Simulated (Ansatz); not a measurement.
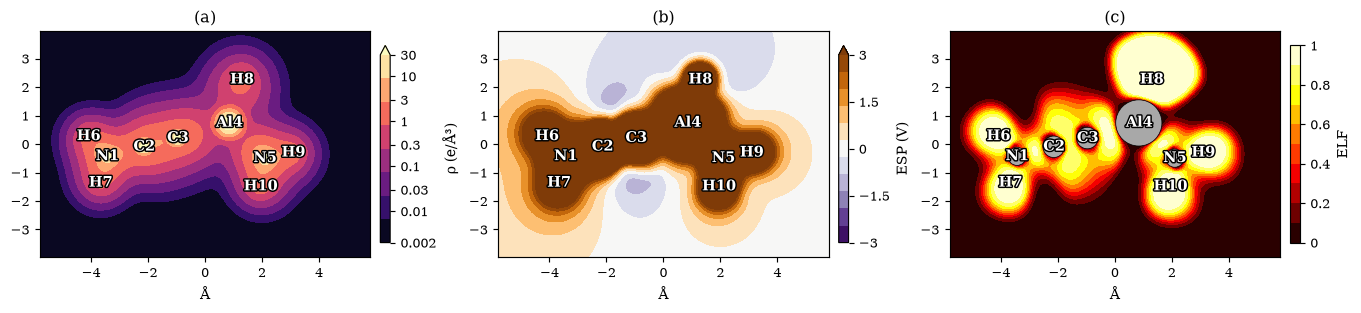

Figure. C2H5AlN2 (SMILES NC#[C][AlH][NH2]). (a) total electron density; (b) molecular electrostatic potential; (c) electron localisation function on the plane of atoms C3, Al4 and N5. Grey discs cover the atomic cores in the ELF map.

Geometry: PBE0-D4/def2-TZVP.

Theory: Ansatz, RKS PBE0-D4/def2-TZVPP.

Input

```
crystal:
  periodic: [false, false, false]
  atoms:
    - {symbol: N, position_ang: [1.964372, -0.935321, -2.003259]}
    - {symbol: C, position_ang: [1.077640, -0.681063, -1.041423]}
    - {symbol: C, position_ang: [0.304272, -0.434674, -0.131858]}
    - {symbol: Al, position_ang: [-0.880659, -0.110301, 1.294567]}
    - {symbol: N, position_ang: [-1.574607, 1.503260, 1.485704]}
    - {symbol: H, position_ang: [2.113599, -1.903667, -2.239500]}
    - {symbol: H, position_ang: [1.964369, -0.316139, -2.798386]}
    - {symbol: H, position_ang: [-1.289395, -1.228980, 2.333107]}
    - {symbol: H, position_ang: [-2.214439, 1.766212, 2.216997]}
    - {symbol: H, position_ang: [-1.381952, 2.289472, 0.887050]}
basis:
  gaussian: {orbitals: def2-TZVPP}
hamiltonian: {xc: pbe0, dispersion: d4}
output: {orbitals: {seedname: orbitals}}
```

Launched as:

```sh
ansatz run in.yaml --threads 2 --pin off --events-out ev --progress --plain --max-ram 4352MiB
```

Question: Interpret the plot.

Answer:
- The plane passes through N, C, Al and H nuclei.
- C–C (1.22 Å): the density is about 2.7 e/Å³ at the midpoint; the ELF peaks at about 0.85 between the atoms: a multiple bond.
- C–N (1.33 Å): the density is about 2.4 e/Å³ at the midpoint; the ELF peaks at about 0.90 between the atoms (a covalent bond).
- Al–N (1.77 Å): the density is about 0.86 e/Å³ at the midpoint; the ELF peaks at about 0.90 between the atoms, as expected for a polar covalent bond.
- C–Al (1.88 Å): ρ is about 0.75 e/Å³ halfway; the ELF peaks at about 0.95 between the atoms, as expected for a polar covalent bond.
- N–H (1.01 Å): ρ at the midpoint is about 2.9 e/Å³; the ELF climbs to about 1 towards the hydrogen, as it does in any bond to H; a covalent bond by its length.
- Outside the dense part of the molecule the potential is most negative (−1.1 V) near C3.
